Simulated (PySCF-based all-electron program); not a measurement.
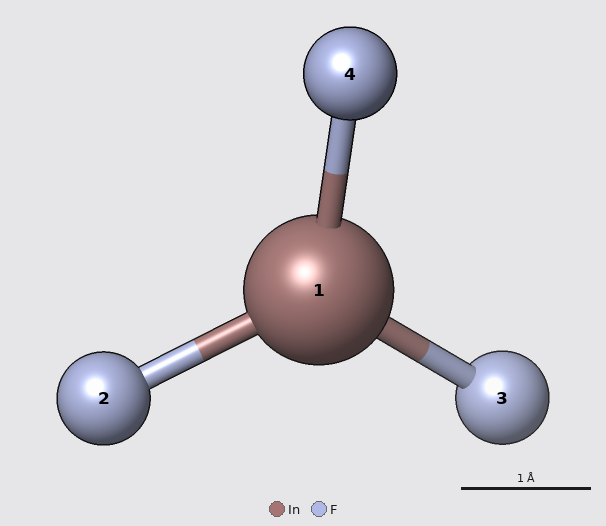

(Drawn from a calculation with PySCF-based all-electron program.)

The view is orthographic, and the bar gives the scale. Geometry: a fixed input geometry, not necessarily a minimum.

Reconstruct the coordinates (Å) as seen: x to the right, y up, z towards the viewer, origin at the mean of the atomic positions.

```xyz
4
InF3
In   0.00   0.00   0.00
F   -1.68  -0.85   0.09
F    1.43  -0.84  -0.88
F    0.25   1.69   0.79
```
